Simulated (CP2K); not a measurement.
# GFN1-xTB run of AlH2OF3 (SMILES [OH2]->[Al]([F])([F])[F])

What is the energy change on altering one bond length of AlH2OF3 at GFN1-xTB? 

The calculation is run with CP2K 2026.2.

1 further run of the same task is left out (set aside as unsound or not needed).

## (1) Starting point

The species is AlH2OF3 (7 atoms), meant as a singlet with charge 0. SMILES: `[OH2]->[Al]([F])([F])[F]`. Geometry: a GFN2-xTB relaxation, a rough one for these elements and not checked as a minimum.

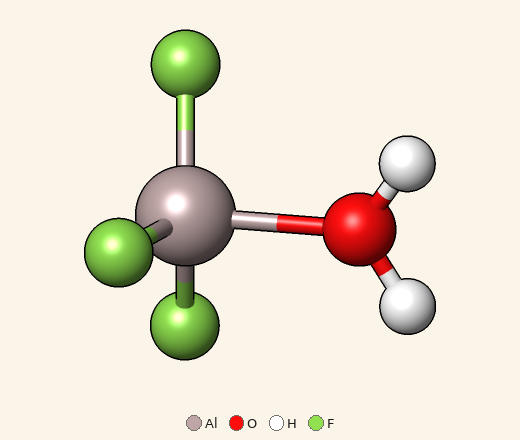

The structure, seen from a chosen angle (aluminium light grey, oxygen red, hydrogen white, fluorine green).

## (2) Energy and forces at GFN1-xTB

File run.inp:

```
&GLOBAL
    PROJECT_NAME run
    RUN_TYPE ENERGY_FORCE
    PRINT_LEVEL MEDIUM
&END GLOBAL
&FORCE_EVAL
    METHOD QS
    &DFT
        &QS
            METHOD XTB
            EPS_DEFAULT 1.0E-10
            &XTB
                GFN_TYPE 1
                CHECK_ATOMIC_CHARGES F
            &END XTB
        &END QS
        &POISSON
            PERIODIC NONE
            POISSON_SOLVER ANALYTIC
        &END POISSON
        &SCF
            SCF_GUESS ATOMIC
            EPS_SCF 1.0E-06
            MAX_SCF 80
            &DIAGONALIZATION
                ALGORITHM STANDARD
            &END DIAGONALIZATION
            &MIXING
                METHOD BROYDEN_MIXING
                ALPHA 0.3
                NBUFFER 8
            &END MIXING
        &END SCF
        &PRINT
            &MOMENTS
                PERIODIC F
                REFERENCE COM
                MAX_MOMENT 1
            &END MOMENTS
            &MO ON
                ENERGIES T
                OCCUPATION_NUMBERS T
                NDIGITS 6
                &EACH
                    QS_SCF 0
                &END EACH
                ADD_LAST NUMERIC
            &END MO
            &HIRSHFELD OFF
            &END HIRSHFELD
        &END PRINT
    &END DFT
    &SUBSYS
        &CELL
            ABC 10.5 10.8 10.8
            PERIODIC NONE
        &END CELL
        &COORD
            Al     0.039960    -0.066170    -0.856230
            O     -0.025510     0.049540     1.030280
            H     -0.728480    -0.337210     1.561010
            H      0.582870     0.572030     1.561450
            F      1.677510    -0.041380    -1.023170
            F     -0.765480     1.309290    -1.272500
            F     -0.780870    -1.486100    -1.000840
        &END COORD
        &TOPOLOGY
            &CENTER_COORDINATES
            &END CENTER_COORDINATES
        &END TOPOLOGY
    &END SUBSYS
    &PRINT
        &FORCES ON
        &END FORCES
    &END PRINT
&END FORCE_EVAL
```

Launch:

```console
$ OMP_NUM_THREADS=1 cp2k.psmp -i run.inp -o run.out
```

The log of the run:

```text
CP2K| version string:                                       CP2K version 2026.2
[...]
 GLOBAL| Method name                                                        CP2K
[...]
 GLOBAL| Run type                                                   ENERGY_FORCE
[...]
                             - Atoms:                                          7
[...]
                             - Spherical basis functions:                     29
[...]
 Number of electrons:                                                         32
[...]
     1 NoMix/Diag. 0.30E+00    0.0     1.89103394       -22.4221098541 -2.24E+01
[...]
    51 Broy./Diag. 0.30E+00    0.0     0.00000048       -22.7146783279  1.67E-07
  *** SCF run converged in    51 steps ***
[...]
 TB_DIPOLE| Moment [Debye]         -0.29040914       0.46636630       5.86826902
 TB_DIPOLE| Derivative [a.u.]       0.00000000       0.00000000       0.00000000
[...]
 ENERGY| Total FORCE_EVAL ( QS ) energy [hartree]            -22.714677912108538
 FORCES| Atomic forces [hartree/bohr]
 FORCES|   Atom     x               y               z               |f|
 FORCES|      1 -2.69749241E-04  6.36283193E-04  2.29285217E-03   2.39474258E-03
 FORCES|      2 -3.95459307E-04  8.34902255E-04  5.62899016E-03   5.70429488E-03
 FORCES|      3  3.74610557E-03  2.20088974E-03 -5.46249816E-04   4.37899662E-03
 FORCES|      4 -3.48436198E-03 -2.77433230E-03 -4.34027142E-04   4.47505058E-03
 FORCES|      5 -4.64881508E-04 -2.16298367E-04 -2.35263851E-03   2.40786373E-03
 FORCES|      6  5.25188717E-04 -9.26337399E-04 -2.29164358E-03   2.52696546E-03
 FORCES|      7  3.43157757E-04  2.44892876E-04 -2.29728328E-03   2.33564557E-03
 FORCES| Sum     2.30392962E-17  2.27357196E-16 -2.08166817E-17
 FORCES| Total atomic force                                       2.29467727E-16
[...]
```

Wall time 1.1 s (1 thread of Intel Xeon Platinum 8488C (Sapphire Rapids), shared host); peak memory 0.19 GiB.

## (3) The distorted shape, same level

File job.inp:

```
&FORCE_EVAL
    METHOD QS
    &DFT
        &QS
            METHOD XTB
            EPS_DEFAULT 1.0E-10
            &XTB
                GFN_TYPE 1
                CHECK_ATOMIC_CHARGES F
            &END XTB
        &END QS
        &POISSON
            PERIODIC NONE
            POISSON_SOLVER ANALYTIC
        &END POISSON
        &SCF
            SCF_GUESS ATOMIC
            EPS_SCF 1.0E-06
            MAX_SCF 80
            &DIAGONALIZATION
                ALGORITHM STANDARD
            &END DIAGONALIZATION
            &MIXING
                METHOD BROYDEN_MIXING
                ALPHA 0.3
                NBUFFER 8
            &END MIXING
        &END SCF
        &PRINT
            &MOMENTS
                PERIODIC F
                REFERENCE COM
                MAX_MOMENT 1
            &END MOMENTS
            &MO ON
                ENERGIES T
                OCCUPATION_NUMBERS T
                NDIGITS 6
                &EACH
                    QS_SCF 0
                &END EACH
                ADD_LAST NUMERIC
            &END MO
            &HIRSHFELD OFF
            &END HIRSHFELD
        &END PRINT
    &END DFT
    &SUBSYS
        &CELL
            ABC 10.4 10.7 10.8
            PERIODIC NONE
        &END CELL
        &COORD
            Al    -0.042136    -0.208186    -0.870693
            O     -0.107606    -0.092476     1.015817
            H     -0.810576    -0.479226     1.546547
            H      0.500774     0.430014     1.546987
            F      1.595414    -0.183396    -1.037633
            F     -0.847576     1.167274    -1.286963
            F     -0.780870    -1.486100    -1.000840
        &END COORD
        &TOPOLOGY
            &CENTER_COORDINATES
            &END CENTER_COORDINATES
        &END TOPOLOGY
    &END SUBSYS
    &PRINT
        &FORCES ON
        &END FORCES
    &END PRINT
&END FORCE_EVAL

&GLOBAL
    PROJECT_NAME job
    RUN_TYPE ENERGY_FORCE
    PRINT_LEVEL MEDIUM
&END GLOBAL
```

Launch:

```console
$ OMP_NUM_THREADS=1 cp2k.psmp job.inp > job.out
```

The log of the run:

```text
CP2K| version string:                                       CP2K version 2026.2
[...]
 GLOBAL| Method name                                                        CP2K
[...]
 GLOBAL| Run type                                                   ENERGY_FORCE
[...]
                             - Atoms:                                          7
[...]
                             - Spherical basis functions:                     29
[...]
 Number of electrons:                                                         32
[...]
     1 NoMix/Diag. 0.30E+00    0.0     1.79456247       -22.4225114067 -2.24E+01
[...]
    53 Broy./Diag. 0.30E+00    0.0     0.00000091       -22.7005641850 -6.22E-06
  *** SCF run converged in    53 steps ***
[...]
 TB_DIPOLE| Moment [Debye]         -0.51885708       0.05338565       5.79362991
 TB_DIPOLE| Derivative [a.u.]       0.00000000       0.00000000       0.00000000
[...]
 ENERGY| Total FORCE_EVAL ( QS ) energy [hartree]            -22.700563602874581
 FORCES| Atomic forces [hartree/bohr]
 FORCES|   Atom     x               y               z               |f|
 FORCES|      1  5.14934448E-02  9.03635269E-02  1.10318262E-02   1.04588924E-01
 FORCES|      2  6.80427449E-04  2.55024909E-03  9.26840891E-03   9.63691629E-03
 FORCES|      3  4.06424691E-03  2.56388196E-03 -6.48061164E-04   4.84887378E-03
 FORCES|      4 -3.68243770E-03 -2.62197345E-03 -1.13430962E-04   4.52194193E-03
 FORCES|      5  2.09137575E-03  7.83282045E-04 -2.31366870E-03   3.21565641E-03
 FORCES|      6  9.16556382E-05  2.09867179E-03 -2.64019697E-03   3.37393896E-03
 FORCES|      7 -5.47387128E-02 -9.57376384E-02 -1.45848773E-02   1.11241812E-01
 FORCES| Sum     1.66533454E-16 -9.71445147E-17 -9.19403442E-17
 FORCES| Total atomic force                                       2.13596523E-16
[...]
```

Wall time 1.3 s (1 thread of Intel Xeon Platinum 8488C (Sapphire Rapids), shared host); peak memory 0.19 GiB.

## (4) Results

Level: GFN1-xTB.

| quantity | value |
| --- | --- |
| first shape: total energy | -22.71468 Eh |
| first shape: dipole moment (from atomic charges alone) | 5.89 D |
| first shape: HOMO energy | -13.21 eV |
| first shape: dispersion energy | -3.65 kJ/mol |
| first shape: largest force on an atom | 0.293 eV/Å |
| distorted shape: total energy | -22.70056 Eh |
| distorted shape: dipole moment (from atomic charges alone) | 5.82 D |
| distorted shape: HOMO energy | -13.03 eV |
| distorted shape: dispersion energy | -3.67 kJ/mol |
| distorted shape: largest force on an atom | 5.720 eV/Å |
| energy change with the Al1–F7 bond shortened from 1.646 to 1.482 Å | 0.384 eV |

In words: With the Al1–F7 bond shortened from 1.646 to 1.482 Å the energy rises by 0.38 eV (37.1 kJ/mol). The first shape isn't relaxed at this level, so the change isn't measured from a minimum. The largest force (first shape) is 0.29 eV/Å: the shape isn't a stationary point for this species at this level. The dipole (first shape) comes from point charges on the atoms alone, without atomic dipoles, so it is partial. The dipole (distorted shape) comes from point charges on the atoms alone, without atomic dipoles, so it is partial.
